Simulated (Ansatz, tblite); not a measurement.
# The cluster Mg3N2: charged states by level of theory

Aim: the energy of removing and adding an electron for the cluster Mg3N2, by energy differences, and how well orbital energies stand in for it.

The runs use Ansatz 0.2.0, Gaussian basis; as each input shows.

The runs, in order: charge +1 doublet, at the geometry of the singlet (PBE0-D4/def2-TZVP, PBE-D4/def2-TZVP, r2SCAN-D4/def2-TZVP); charge -1 doublet, at the geometry of the singlet (PBE0-D4/def2-TZVPD, PBE-D4/def2-TZVPD, r2SCAN-D4/def2-TZVPD); the starting singlet's energies come from earlier runs.

3 further runs of the same task are left out: 1 that didn't finish, 2 set aside as unsound or not needed.

## 1. The relaxed structure

The singlet was relaxed beforehand with PBE-D4/def2-SVP. At that level it is the lowest of the isomers that a small search found.

5 atoms, charge 0, spin multiplicity 1.

Atoms are counted from 1 here; the program's logs count them from 0.

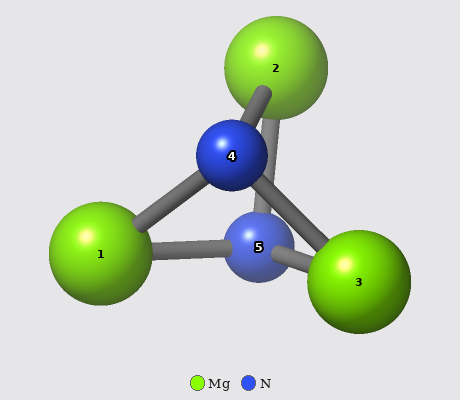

The structure; magnesium green, nitrogen blue; atoms are numbered from 1 in the order of the file.

## 2. Charge +1 doublet at the fixed geometry, first pass, PBE0-D4/def2-SVP

File in.yaml:

```yaml
crystal:
  periodic: [false, false, false]
  atoms:
    - {symbol: Mg, position_ang: [0.196104, 0.169365, 1.717232]}
    - {symbol: Mg, position_ang: [1.390995, 0.024383, -1.039331]}
    - {symbol: Mg, position_ang: [-1.587022, -0.193735, -0.678020]}
    - {symbol: N, position_ang: [0.087834, -1.045551, 0.093140]}
    - {symbol: N, position_ang: [-0.087911, 1.045538, -0.093021]}
basis:
  gaussian: {orbitals: def2-SVP}
total_charge: 1
magnetization: {spin_polarized: true, initial_magnetization: 1}
hamiltonian: {xc: pbe0, dispersion: d4}
output: {orbitals: {seedname: orbitals}}
```

Started as:

```
ansatz run in.yaml --threads 4 --pin off --events-out ev --progress --plain --max-ram 3916MiB
```

The log of the run:

```text
Functional definition: PBE0
  name "PBE0"
  cite "Adamo & Barone, J. Chem. Phys. 110, 6158 (1999) doi:10.1063/1.478522"
  cite "Perdew, Burke & Ernzerhof, Phys. Rev. Lett. 77, 3865 (1996) doi:10.1103/PhysRevLett.77.3865"
  parent pbe
  parameter a = 0.25
  parameter kappa = 0.804
  parameter beta = 0.06672455060314922
  exchange = (1 - a)*pbe_x(kappa = kappa, mu = beta*pi^2/3) + a*exact_x
  correlation = pbe_c(beta = beta)
718 factors; integrals over basis functions are off by at most 1.4e-4 eV
mean field evaluation 1: about -19241.8034 eV, gradient 8.7e1 eV
mean field evaluation 2: about -18954.1927 eV, gradient 1.5e2 eV
mean field evaluation 4: about -19281.3645 eV, gradient 2.2e1 eV
mean field evaluation 8: about -19284.0686 eV, gradient 5.6e-1 eV
mean field evaluation 16: about -19284.3332 eV, gradient 6.9e-4 eV
mean field evaluation 32: about -19284.3336 eV, gradient 1.4e-5 eV
mean field evaluation 64: about -19284.3103 eV, gradient 8.3e-1 eV
mean field -19284.33362616 eV, -708.6861893705 hartree, gradient 4.8e-6 eV, S^2 0.787804; 7 other end points of the search recorded, 0 dependent functions left out
reference -19284.33366456 eV, -708.6861907818 hartree; 25, 24 occupied and 57, 58 virtual orbitals, 718 factors
Total energy: -19284.45122486 eV, -708.6905110431 hartree
```

Wall time 15 s (4 threads of Arm Neoverse N1, shared host).

From the report: HOMO -8.83 eV, LUMO -7.06 eV (over both spins); ⟨S²⟩ 0.788 (pure: 0.75).

## 3. Charge +1 doublet at the fixed geometry, PBE0-D4/def2-TZVP

start.molden holds the orbitals of an earlier run on this state, given as this run's starting guess.

in.yaml, as its differences from that of step 2:

```diff
@@ -9,3 +9,3 @@
 basis:
-  gaussian: {orbitals: def2-SVP}
+  gaussian: {orbitals: def2-TZVP, initial_orbitals: start.molden}
 total_charge: 1
@@ -13,2 +13,3 @@
 hamiltonian: {xc: pbe0, dispersion: d4}
+scf: {omitted_lower_state_checks: [starts]}
 output: {orbitals: {seedname: orbitals}}
```

Same command.

The log of the run, cut to the lines that bear on the results:

```text
Functional definition: PBE0
  name "PBE0"
  cite "Adamo & Barone, J. Chem. Phys. 110, 6158 (1999) doi:10.1063/1.478522"
  cite "Perdew, Burke & Ernzerhof, Phys. Rev. Lett. 77, 3865 (1996) doi:10.1103/PhysRevLett.77.3865"
  parent pbe
[...]
1174 factors; their error is unknown
[...]
mean field -19293.78409545 eV, -709.0334877111 hartree, gradient 4.9e-6 eV, S^2 0.760707; 0 other end points of the search recorded, 0 dependent functions left out
reference -19293.78413428 eV, -709.0334891383 hartree; 25, 24 occupied and 133, 134 virtual orbitals, 1174 factors
Total energy: -19293.90169458 eV, -709.0378093996 hartree
Checks for a lower state left out: starts
```

Wall time 15 s (4 threads of Arm Neoverse N1, shared host); peak memory 0.7 GiB.

HOMO -8.80 eV, LUMO -7.01 eV (over both spins); ⟨S²⟩ 0.761 (pure: 0.75).

## 4. Charge +1 doublet at the fixed geometry, PBE-D4/def2-TZVP

in.yaml, as its differences from that of step 3:

```diff
@@ -12,3 +12,3 @@
 magnetization: {spin_polarized: true, initial_magnetization: 1}
-hamiltonian: {xc: pbe0, dispersion: d4}
+hamiltonian: {xc: pbe, dispersion: d4}
 scf: {omitted_lower_state_checks: [starts]}
```

The command is unchanged.

The log of the run:

```text
Functional definition: PBE
  name "PBE"
  cite "Perdew, Burke & Ernzerhof, Phys. Rev. Lett. 77, 3865 (1996) doi:10.1103/PhysRevLett.77.3865"
  parent pbe
  parameter kappa = 0.804
  parameter beta = 0.06672455060314922
  exchange = pbe_x(kappa = kappa, mu = beta*pi^2/3)
  correlation = pbe_c(beta = beta)
these checks for a lower state are left out or cut short: starts
1174 factors; their error is unknown
mean field evaluation 1: about -19292.9029 eV, gradient 6.7e0 eV
mean field evaluation 2: about -19293.0213 eV, gradient 1.3e-1 eV
mean field evaluation 4: about -19293.0067 eV, gradient 9.5e-4 eV
mean field -19293.00673824 eV, -709.0049203606 hartree, gradient 1.5e-5 eV, S^2 0.756158; 0 other end points of the search recorded, 0 dependent functions left out
reference -19293.00678964 eV, -709.0049222495 hartree; 25, 24 occupied and 133, 134 virtual orbitals, 1174 factors
Total energy: -19293.14810354 eV, -709.0101154398 hartree
Checks for a lower state left out: starts
```

It took 4.5 s on 4 threads of Arm Neoverse N1, shared host.

From the report: HOMO -8.45 eV, LUMO -7.80 eV (over both spins); ⟨S²⟩ 0.756 (pure: 0.75).

## 5. Charge +1 doublet at the fixed geometry, r2SCAN-D4/def2-TZVP

in.yaml, as its differences from that of step 4:

```diff
@@ -12,3 +12,3 @@
 magnetization: {spin_polarized: true, initial_magnetization: 1}
-hamiltonian: {xc: pbe, dispersion: d4}
+hamiltonian: {xc: r2scan, dispersion: d4}
 scf: {omitted_lower_state_checks: [starts]}
```

The command is unchanged.

The log of the run:

```text
Functional definition: r2SCAN
  name "r2SCAN"
  cite "Furness, Kaplan, Ning, Perdew & Sun, J. Phys. Chem. Lett. 11, 8208 (2020) doi:10.1021/acs.jpclett.0c02405"
  cite "Furness, Kaplan, Ning, Perdew & Sun, J. Phys. Chem. Lett. 11, 9248 (2020) doi:10.1021/acs.jpclett.0c03077"
  parent r2scan
  parameter k0 = 0.174
  parameter k1 = 0.065
  parameter a1 = 4.9479
  exchange = r2scan_x(k0 = k0, k1 = k1, a1 = a1)
  correlation = r2scan_c
these checks for a lower state are left out or cut short: starts
1174 factors; their error is unknown
mean field evaluation 1: about -19302.5872 eV, gradient 4.5e0 eV
mean field evaluation 2: about -19302.6290 eV, gradient 7.6e-2 eV
mean field evaluation 4: about -19302.6150 eV, gradient 4.1e-4 eV
mean field evaluation 8: about -19302.6150 eV, gradient 2.0e-5 eV
mean field -19302.61499365 eV, -709.3580172343 hartree, gradient 5.5e-6 eV, S^2 0.771794; 0 other end points of the search recorded, 0 dependent functions left out
reference -19302.61502188 eV, -709.3580182717 hartree; 25, 24 occupied and 133, 134 virtual orbitals, 1174 factors
Total energy: -19302.64268381 eV, -709.3590348288 hartree
Checks for a lower state left out: starts
```

It took 22 s on 4 threads of Arm Neoverse N1, shared host.

HOMO -8.50 eV, LUMO -7.13 eV (over both spins); ⟨S²⟩ 0.772 (pure: 0.75).

## 6. Vertical ionisation energy

Charged state less starting state, singlet to doublet; the starting state's energies are those of its earlier runs.

| level | vertical ionisation energy (eV) | time |
| --- | --- | --- |
| PBE-D4/def2-TZVP | +5.89 | 7.1 s |
| r2SCAN-D4/def2-TZVP | +5.62 | 27 s |
| PBE0-D4/def2-TZVP | +5.69 | 18 s |

Times add the two runs; a level without a time comes out of a correlated run.

Beside −ε(HOMO) of the starting state:

```
              level  −ε(HOMO) (eV)  by difference (eV)  mismatch (eV)
   PBE-D4/def2-TZVP           3.96                5.89          -1.93
r2SCAN-D4/def2-TZVP           3.97                5.62          -1.65
  PBE0-D4/def2-TZVP           4.32                5.69          -1.37
```

## 7. Charge -1 doublet at the fixed geometry, first pass, PBE0-D4/def2-SVP

in.yaml, as its differences from that of step 5:

```diff
@@ -9,7 +9,6 @@
 basis:
-  gaussian: {orbitals: def2-TZVP, initial_orbitals: start.molden}
-total_charge: 1
+  gaussian: {orbitals: def2-SVP}
+total_charge: -1
 magnetization: {spin_polarized: true, initial_magnetization: 1}
-hamiltonian: {xc: r2scan, dispersion: d4}
-scf: {omitted_lower_state_checks: [starts]}
+hamiltonian: {xc: pbe0, dispersion: d4}
 output: {orbitals: {seedname: orbitals}}
```

Launched as before.

The log of the run, cut to the lines that bear on the results:

```text
Functional definition: PBE0
  name "PBE0"
  cite "Adamo & Barone, J. Chem. Phys. 110, 6158 (1999) doi:10.1063/1.478522"
  cite "Perdew, Burke & Ernzerhof, Phys. Rev. Lett. 77, 3865 (1996) doi:10.1103/PhysRevLett.77.3865"
  parent pbe
[...]
718 factors; integrals over basis functions are off by at most 1.4e-4 eV
[...]
mean field -19291.62533766 eV, -708.9541548258 hartree, gradient 2.0e-6 eV, S^2 1.491604; 16 other end points of the search recorded, 0 dependent functions left out
reference -19291.62536523 eV, -708.9541558390 hartree; 26, 25 occupied and 56, 57 virtual orbitals, 718 factors
Total energy: -19291.76785576 eV, -708.9593922692 hartree
```

It took 20 s on 4 threads of Arm Neoverse N1, shared host.

From the report: HOMO -0.23 eV, LUMO 1.71 eV (over both spins); ⟨S²⟩ 1.492 (pure: 0.75). Doubts: spin contamination.

## 8. Charge -1 doublet at the fixed geometry, PBE0-D4/def2-TZVPD

in.yaml, as its differences from that of step 7:

```diff
@@ -9,3 +9,3 @@
 basis:
-  gaussian: {orbitals: def2-SVP}
+  gaussian: {orbitals: def2-TZVPD, initial_orbitals: start.molden}
 total_charge: -1
@@ -13,2 +13,3 @@
 hamiltonian: {xc: pbe0, dispersion: d4}
+scf: {omitted_lower_state_checks: [starts]}
 output: {orbitals: {seedname: orbitals}}
```

Same command.

The log of the run:

```text
Functional definition: PBE0
  name "PBE0"
  cite "Adamo & Barone, J. Chem. Phys. 110, 6158 (1999) doi:10.1063/1.478522"
  cite "Perdew, Burke & Ernzerhof, Phys. Rev. Lett. 77, 3865 (1996) doi:10.1103/PhysRevLett.77.3865"
  parent pbe
  parameter a = 0.25
  parameter kappa = 0.804
  parameter beta = 0.06672455060314922
  exchange = (1 - a)*pbe_x(kappa = kappa, mu = beta*pi^2/3) + a*exact_x
  correlation = pbe_c(beta = beta)
these checks for a lower state are left out or cut short: starts
1282 factors; their error is unknown
mean field evaluation 1: about -19298.4134 eV, gradient 8.4e1 eV
mean field evaluation 2: about -19300.8617 eV, gradient 2.8e0 eV
mean field evaluation 4: about -19301.0688 eV, gradient 1.3e-1 eV
mean field evaluation 8: about -19301.0692 eV, gradient 2.7e-5 eV
mean field -19301.06921632 eV, -709.3012109653 hartree, gradient 6.1e-6 eV, S^2 1.469823; 0 other end points of the search recorded, 0 dependent functions left out
reference -19301.06925106 eV, -709.3012122417 hartree; 26, 25 occupied and 153, 154 virtual orbitals, 1282 factors
Total energy: -19301.21174158 eV, -709.3064486719 hartree
Checks for a lower state left out: starts
```

Run time: 18 s. Hardware: 4 threads of Arm Neoverse N1, shared host; peak memory 0.87 GiB.

HOMO -0.30 eV, LUMO 1.53 eV (over both spins); ⟨S²⟩ 1.470 (pure: 0.75). Doubts: spin contamination.

## 9. Charge -1 doublet at the fixed geometry, PBE-D4/def2-TZVPD

in.yaml, as its differences from that of step 8:

```diff
@@ -12,3 +12,3 @@
 magnetization: {spin_polarized: true, initial_magnetization: 1}
-hamiltonian: {xc: pbe0, dispersion: d4}
+hamiltonian: {xc: pbe, dispersion: d4}
 scf: {omitted_lower_state_checks: [starts]}
```

Same command.

The log of the run:

```text
Functional definition: PBE
  name "PBE"
  cite "Perdew, Burke & Ernzerhof, Phys. Rev. Lett. 77, 3865 (1996) doi:10.1103/PhysRevLett.77.3865"
  parent pbe
  parameter kappa = 0.804
  parameter beta = 0.06672455060314922
  exchange = pbe_x(kappa = kappa, mu = beta*pi^2/3)
  correlation = pbe_c(beta = beta)
these checks for a lower state are left out or cut short: starts
1282 factors; their error is unknown
mean field evaluation 1: about -19300.0826 eV, gradient 6.7e0 eV
mean field evaluation 2: about -19300.2277 eV, gradient 3.0e-1 eV
mean field evaluation 4: about -19300.2074 eV, gradient 8.3e-2 eV
mean field evaluation 8: about -19300.2076 eV, gradient 1.9e-5 eV
mean field -19300.20755753 eV, -709.2695455887 hartree, gradient 1.9e-5 eV, S^2 1.219610; 0 other end points of the search recorded, 0 dependent functions left out
reference -19300.20760200 eV, -709.2695472229 hartree; 26, 25 occupied and 153, 154 virtual orbitals, 1282 factors
Total energy: -19300.37905254 eV, -709.2758479139 hartree
Checks for a lower state left out: starts
```

Run time: 5.5 s. Hardware: 4 threads of Arm Neoverse N1, shared host.

HOMO 0.43 eV, LUMO 0.95 eV (over both spins); ⟨S²⟩ 1.220 (pure: 0.75). Doubts: spin contamination, highest occupied level lies above zero.

## 10. Charge -1 doublet at the fixed geometry, r2SCAN-D4/def2-TZVPD

in.yaml, as its differences from that of step 9:

```diff
@@ -12,3 +12,3 @@
 magnetization: {spin_polarized: true, initial_magnetization: 1}
-hamiltonian: {xc: pbe, dispersion: d4}
+hamiltonian: {xc: r2scan, dispersion: d4}
 scf: {omitted_lower_state_checks: [starts]}
```

The command is unchanged.

The log of the run:

```text
Functional definition: r2SCAN
  name "r2SCAN"
  cite "Furness, Kaplan, Ning, Perdew & Sun, J. Phys. Chem. Lett. 11, 8208 (2020) doi:10.1021/acs.jpclett.0c02405"
  cite "Furness, Kaplan, Ning, Perdew & Sun, J. Phys. Chem. Lett. 11, 9248 (2020) doi:10.1021/acs.jpclett.0c03077"
  parent r2scan
  parameter k0 = 0.174
  parameter k1 = 0.065
  parameter a1 = 4.9479
  exchange = r2scan_x(k0 = k0, k1 = k1, a1 = a1)
  correlation = r2scan_c
these checks for a lower state are left out or cut short: starts
1282 factors; their error is unknown
mean field evaluation 1: about -19309.8600 eV, gradient 4.5e0 eV
mean field evaluation 2: about -19309.9074 eV, gradient 8.4e-2 eV
mean field evaluation 4: about -19309.8794 eV, gradient 7.8e-4 eV
mean field evaluation 8: about -19309.8794 eV, gradient 2.7e-5 eV
mean field -19309.87937805 eV, -709.6249784369 hartree, gradient 2.6e-5 eV, S^2 1.445481; 0 other end points of the search recorded, 0 dependent functions left out
reference -19309.87942187 eV, -709.6249800472 hartree; 26, 25 occupied and 153, 154 virtual orbitals, 1282 factors
Total energy: -19309.91316655 eV, -709.6262201415 hartree
Checks for a lower state left out: starts
```

Run time: 29 s. Hardware: 4 threads of Arm Neoverse N1, shared host; peak memory 0.59 GiB.

Report: HOMO 0.24 eV, LUMO 1.16 eV (over both spins); ⟨S²⟩ 1.445 (pure: 0.75). Doubts: spin contamination, highest occupied level lies above zero.

## 11. Vertical electron affinity

Starting state less charged state (positive: the electron is bound), singlet to doublet; the starting state's energies are those of its earlier runs.

```
                level  vertical electron affinity (eV)   time
   PBE-D4/def2-TZVPD†                            +1.31  8.7 s
r2SCAN-D4/def2-TZVPD†                            +1.61   36 s
  PBE0-D4/def2-TZVPD†                            +1.58   22 s
```

Times add the two runs; a level without a time comes out of a correlated run. † marks a level with a doubtful state (flagged, unstable, out of aufbau order, or strongly spin-contaminated); such levels are left out of the summary.

## 12. Outcome

```
                                            quantity                                 value
vertical ionisation energy, functionals in def2-TZVP  5.62 (r2SCAN-D4) to 5.89 eV (PBE-D4)
```

In words: The vertical ionisation energy spans 5.62 to 5.89 eV over the functionals. −ε(HOMO) misses the level's own difference by -1.37 eV at best (PBE0-D4) and -1.93 eV at worst (PBE-D4).

The anion's highest level is positive in at least one run, so there the basis alone may hold the extra electron.
